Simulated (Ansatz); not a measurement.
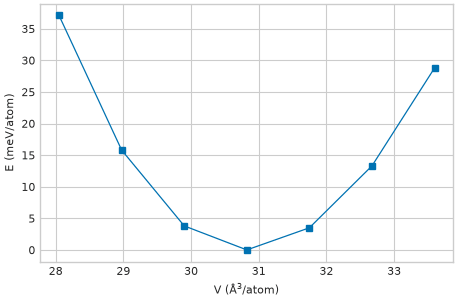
Figure. Y (fcc (Cu type), Fm-3m) under volume change, plane-wave PAW PBEsol (Ansatz code), scaled uniformly.

**Question.** What does a third-order Birch–Murnaghan fit give for V₀, B₀ and B′?

**Answer.** V₀ = 30.82 Å³/atom, B₀ = 41.7 GPa, B′ = 3.2.

The workflow started from an entry of the Crystallography Open Database (COD), which files this formula under 2 space groups. It is not the phase usual at ambient conditions (space group No. 194). The cell was relaxed with PBEsol under the symmetry of its start; whether a distortion lowers the energy is not shown. No spin polarisation was allowed.

Potentials: the later of the program's two PAW sets.
